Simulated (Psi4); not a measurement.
# C5H10O2 (SMILES CC1OCCCO1): levels of theory compared

We compute a comparison of 3 runs (PBE/6-31G*, SVWN5/6-31G*, revPBE/6-31G*) of C5H10O2. 

The results are computed with Psi4 1.11.

2 further runs of the same task are left out: 1 that didn't finish, 1 set aside as unsound or not needed.

**1. The system as given**

The species is C5H10O2 (17 atoms), meant as a singlet with charge 0. SMILES: `CC1OCCCO1`. The C6–H17 distance was set to 1.637 Å, away from the relaxed value. At this shape a bond of the SMILES string is far longer than usual.

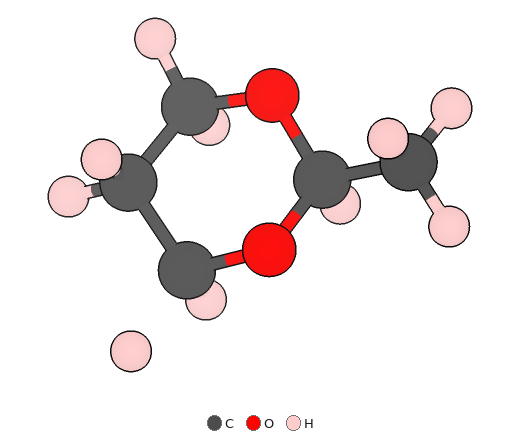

The structure, seen from a chosen angle (carbon dark grey, oxygen red, hydrogen pink).

**2. The energy at PBE/6-31G(d) (spherical functions) (run 1)**

File job.json:

```json
{
  "schema_name": "qcschema_input",
  "schema_version": 1,
  "molecule": {
    "schema_name": "qcschema_molecule",
    "schema_version": 2,
    "symbols": ["C", "C", "O", "C", "C", "C", "O", "H", "H", "H", "H", "H", "H", "H", "H", "H", "H"],
    "geometry": [4.80152952, 0.43002608, -1.34424912, 2.10305731, -0.4409298, -1.31012067, 0.70723, 1.0770683, -2.97117103, -1.85837557, 0.3449884, -3.04670339, -3.00311496, 0.43461811, -0.42058878, -1.33936229, -1.0908633, 1.34571933, 1.19685804, -0.27748738, 1.17258262, 5.93408018, -0.73791915, -0.08055147, 4.89408831, 2.39059803, -0.71429002, 5.55893175, 0.29997513, -3.25559371, 1.93012847, -2.43022559, -1.93998528, -2.8034654, 1.63442413, -4.34851682, -2.01030955, -1.58153069, -3.82362649, -3.08584717, 2.39399954, 0.22970377, -4.92642152, -0.32327545, -0.44107342, -1.45650641, -3.11368284, 0.86342343, -2.17669993, -0.76227772, 4.30455045],
    "molecular_charge": 0,
    "molecular_multiplicity": 1,
    "fix_symmetry": "c1",
    "fix_com": true,
    "fix_orientation": true
  },
  "driver": "energy",
  "model": {
    "method": "pbe",
    "basis": "6-31G*"
  },
  "keywords": {
    "puream": true,
    "e_convergence": 1e-09,
    "d_convergence": 1e-08,
    "scf_type": "pk",
    "dft_radial_points": 99,
    "dft_spherical_points": 590,
    "scf_properties": ["LOWDIN_CHARGES", "DIPOLE", "WIBERG_LOWDIN_INDICES"]
  }
}
```

Launch:

```
psi4 --qcschema job.json -n 1 --memory 2200MB
```

stdout:

```text
[...]
  Running in c1 symmetry.
[...]
  Nuclear repulsion =  340.719483636884036
[...]
  Multiplicity = 1
[...]
  Nalpha       = 28
  Nbeta        = 28
[...]
    Number of basis functions: 118
[...]
   @RKS iter   1:  -345.91617095230538    6.64469e-02   8.69014e-03 ADIIS/DIIS
[...]
   @RKS iter  14:  -346.48223865696133   -1.81899e-12   1.90884e-09 DIIS
[...]
  @RKS Final Energy:  -346.48223865696133
   => Energetics <=
    Nuclear Repulsion Energy =            340.7194836368840356
    One-Electron Energy =               -1146.5294524464741244
    Two-Electron Energy =                 506.9174995723431039
    DFT Exchange-Correlation Energy =     -47.5897694197143011
    Empirical Dispersion Energy =           0.0000000000000000
    VV10 Nonlocal Energy =                  0.0000000000000000
    Total Energy =                       -346.4822386569613286
[...]
 Multipole Moments:
 ------------------------------------------------------------------------------------
     Multipole            Electronic (a.u.)      Nuclear  (a.u.)        Total (a.u.)
 ------------------------------------------------------------------------------------
 L = 1.  Multiply by 2.5417464519 to convert [e a0] to [Debye]
 Dipole X            :        -21.6847271           21.3130871           -0.3716400
 Dipole Y            :         -2.5501866            2.2337697           -0.3164169
 Dipole Z            :         51.8626117          -52.2503226           -0.3877109
 Magnitude           :                                                    0.6233424
[...]
```

The result, in JSON:

```text
{
 "driver": "energy",
 "model": {
  "method": "pbe",
  "basis": "6-31G*"
 },
 "success": true,
 "return_result": -346.48223865696133,
 "properties": {
  "calcinfo_nbasis": 118,
  "calcinfo_nmo": 118,
  "calcinfo_nalpha": 28,
  "calcinfo_nbeta": 28,
  "calcinfo_natom": 17,
  "nuclear_repulsion_energy": 340.71948363688404,
  "return_energy": -346.48223865696133,
  "scf_one_electron_energy": -1146.5294524464741,
  "scf_two_electron_energy": 506.9174995723431,
  "scf_xc_energy": -47.5897694197143,
  "scf_dipole_moment": [-0.3716400166455358, -0.31641688767051734, -0.3877109138252024],
  "scf_total_energy": -346.48223865696133,
  "scf_iterations": 14
 }
}
```

Run time: 58 s. Hardware: 1 thread of Intel Xeon Platinum 8488C (Sapphire Rapids), shared host; peak memory 0.76 GiB.

**3. Energy and gradient at SVWN5/6-31G(d) (spherical functions) (run 2)**

File job.dat:

```
memory 2.2 GB

molecule {
  0 1
  C
  C 1 r2
  O 2 r3 1 a3
  C 3 r4 2 a4 1 d4
  C 4 r5 3 a5 2 d5
  C 5 r6 4 a6 3 d6
  O 2 r7 3 a7 4 d7
  H 1 r8 2 a8 7 d8
  H 1 r9 8 a9 2 d9
  H 1 r10 8 a10 9 d10
  H 2 r11 7 a11 6 d11
  H 4 r12 3 a12 2 d12
  H 4 r13 12 a13 3 d13
  H 5 r14 4 a14 12 d14
  H 5 r15 14 a15 6 d15
  H 6 r16 7 a16 2 d16
  H 6 r17 16 a17 7 d17

  r2 = 1.500615
  r3 = 1.401245
  a3 = 108.54159
  r4 = 1.412415
  a4 = 111.54368
  d4 = 179.55019
  r5 = 1.516713
  a5 = 110.45106
  d5 = 57.00486
  r6 = 1.516719
  a6 = 108.43078
  d6 = -52.60034
  r7 = 1.401243
  a7 = 111.86127
  d7 = -60.71749
  r8 = 1.090118
  a8 = 109.9772
  d8 = 58.87044
  r9 = 1.090832
  a9 = 109.0916
  d9 = 119.91386
  r10 = 1.090132
  a10 = 109.34365
  d10 = 119.23057
  r11 = 1.107983
  a11 = 108.20571
  d11 = -58.38174
  r12 = 1.090998
  a12 = 106.67606
  d12 = 179.04481
  r13 = 1.102185
  a13 = 108.03031
  d13 = -117.68346
  r14 = 1.09335
  a14 = 109.51336
  d14 = -51.95393
  r15 = 1.093994
  a15 = 108.27192
  d15 = 120.60973
  r16 = 1.10218
  a16 = 109.53514
  d16 = 64.26767
  r17 = 1.6365
  a17 = 108.02969
  d17 = -115.83028
  symmetry c1
}

set {
  basis                6-31G*
  puream               true
  e_convergence        1e-09
  d_convergence        1e-08
  scf_type             pk
  dft_radial_points    99
  dft_spherical_points 590
}

energy_value, wavefunction = gradient('scf', dft_functional={"name": "SVWN5", "x_functionals": {"LDA_X": {}}, "c_functionals": {"LDA_C_VWN": {}}}, return_wfn=True)
print_variables()
```

Launch:

```
psi4 job.dat job.out -n 1
```

job.out:

```text
[...]
  Running in c1 symmetry.
[...]
  Nuclear repulsion =  340.719468710465321
[...]
  Multiplicity = 1
[...]
  Nalpha       = 28
  Nbeta        = 28
[...]
    Number of basis functions: 118
[...]
   @RKS iter   1:  -343.35783721175295    2.33256e-01   9.26771e-03 ADIIS/DIIS
[...]
   @RKS iter  14:  -344.00270799497429   -1.02318e-12   2.14591e-09 DIIS
[...]
  @RKS Final Energy:  -344.00270799497429
   => Energetics <=
    Nuclear Repulsion Energy =            340.7194687104653212
    One-Electron Energy =               -1146.5104137731814262
    Two-Electron Energy =                 506.8196241164140474
    DFT Exchange-Correlation Energy =     -45.0313870486722436
    Empirical Dispersion Energy =           0.0000000000000000
    VV10 Nonlocal Energy =                  0.0000000000000000
    Total Energy =                       -344.0027079949742870
[...]
  -Total Gradient:
     Atom            X                  Y                   Z
    ------   -----------------  -----------------  -----------------
       1        0.000569827398    -0.000346788197    -0.010302592413
       2        0.003717000283     0.006874283656     0.000987213781
       3        0.000630975889     0.001150920790     0.000589829539
       4        0.005056480075    -0.008840287571     0.011214809786
       5        0.003458806652    -0.010467094863     0.004127604838
       6        0.055778471125    -0.018685517793     0.000739042292
       7        0.009827744909    -0.004580932594    -0.012660868518
       8        0.000170608266    -0.007808858707     0.002608679374
       9        0.007125896196     0.003944199836     0.002218007369
      10       -0.006607402841     0.004229540473     0.002380527581
      11       -0.008131648581    -0.004418728896    -0.004216051680
      12        0.000687362175     0.008505306308    -0.002675331807
[...]
```

Run time: 50 s. Hardware: 1 thread of Intel Xeon Platinum 8488C (Sapphire Rapids), shared host; peak memory 0.75 GiB.

**4. Energy and forces at revPBE/6-31G(d) (spherical functions) (run 3)**

File input.in:

```
memory 2200 MB

molecule {
  0 1
  C
  C 1 1.500615
  O 2 1.401245 1 108.54159
  C 3 1.412415 2 111.54368 1 179.55019
  C 4 1.516713 3 110.45106 2 57.00486
  C 5 1.516719 4 108.43078 3 -52.60034
  O 2 1.401243 3 111.86127 4 -60.71749
  H 1 1.090118 2 109.9772 7 58.87044
  H 1 1.090832 8 109.0916 2 119.91386
  H 1 1.090132 8 109.34365 9 119.23057
  H 2 1.107983 7 108.20571 6 -58.38174
  H 4 1.090998 3 106.67606 2 179.04481
  H 4 1.102185 12 108.03031 3 -117.68346
  H 5 1.09335 4 109.51336 12 -51.95393
  H 5 1.093994 14 108.27192 6 120.60973
  H 6 1.10218 7 109.53514 2 64.26767
  H 6 1.6365 16 108.02969 7 -115.83028
  units angstrom
  symmetry c1
  no_reorient
  no_com
}

set globals {
  puream true
  e_convergence 1e-09
  d_convergence 1e-08
  scf_type pk
  dft_radial_points 99
  dft_spherical_points 590
}

e, wfn = gradient('revpbe/6-31G*', return_wfn=True)
```

Launch:

```
psi4 -i input.in -o input.out -n 1
```

input.out:

```text
[...]
  Running in c1 symmetry.
[...]
  Nuclear repulsion =  340.719468710465321
[...]
  Multiplicity = 1
[...]
  Nalpha       = 28
  Nbeta        = 28
[...]
    Number of basis functions: 118
[...]
   @RKS iter   1:  -346.26972059530317    9.87653e-03   8.41137e-03 DIIS/ADIIS
[...]
   @RKS iter  14:  -346.79981076957540   -1.87583e-12   1.76487e-09 DIIS
[...]
  @RKS Final Energy:  -346.79981076957540
   => Energetics <=
    Nuclear Repulsion Energy =            340.7194687104653212
    One-Electron Energy =               -1146.4795579489868942
    Two-Electron Energy =                 506.8835415445461194
    DFT Exchange-Correlation Energy =     -47.9232630755999338
    Empirical Dispersion Energy =           0.0000000000000000
    VV10 Nonlocal Energy =                  0.0000000000000000
    Total Energy =                       -346.7998107695754015
[...]
  -Total Gradient:
     Atom            X                  Y                   Z
    ------   -----------------  -----------------  -----------------
       1        0.000413140519    -0.000560203747     0.005606744334
       2       -0.012033406346    -0.001305978705    -0.000744445427
       3       -0.000823422241     0.018419038112     0.010646004252
       4       -0.006356666796     0.000068418428    -0.001698158157
       5        0.015059516080    -0.004857971934    -0.007814882763
       6        0.053232673315    -0.030218159150    -0.010593716491
       7        0.024495206309    -0.015478017962    -0.003447002237
       8       -0.000041273455    -0.006958931661     0.003134502210
       9        0.006050726133     0.003346468326     0.003178804630
      10       -0.006011954900     0.003609656250     0.002870994616
      11       -0.007201440063    -0.003946980331    -0.001931445629
      12        0.000533247021     0.007655374611    -0.002481908839
[...]
```

It took 74 s on 1 thread of Intel Xeon Platinum 8488C (Sapphire Rapids), shared host; peak memory 0.76 GiB.

**5. The series**

```
run                                level      task                properties  energy (Eh)  dipole moment (D)  HOMO energy (eV)  LUMO energy (eV)  wall time
  1     PBE/6-31G* (spherical functions)    energy  (lowdin, dipole, wiberg)  -346.482239               1.58             -5.72             -0.75       58 s
  2   SVWN5/6-31G* (spherical functions)  gradient                         –  -344.002708               1.57             -5.83             -0.85       50 s
  3  revPBE/6-31G* (spherical functions)  gradient                         –  -346.799811               1.60             -5.68             -0.71       74 s
```

**6. Results**

```
                       quantity          value
            run 3: total energy  -346.79981 Eh
           run 3: dipole moment         1.60 D
             run 3: HOMO energy       -5.68 eV
             run 3: LUMO energy       -0.71 eV
           run 3: HOMO–LUMO gap        4.98 eV
run 3: largest force on an atom     4.149 eV/Å
```

What this shows: The dipole moment (its size) runs from 1.57 D (SVWN5/6-31G*) to 1.60 D (revPBE/6-31G*). The HOMO–LUMO gap runs from 4.97 eV (PBE/6-31G*) to 4.98 eV (revPBE/6-31G*). Totals of different functionals can't be ranked against each other. All runs together took 3 min, the longest 74 s.
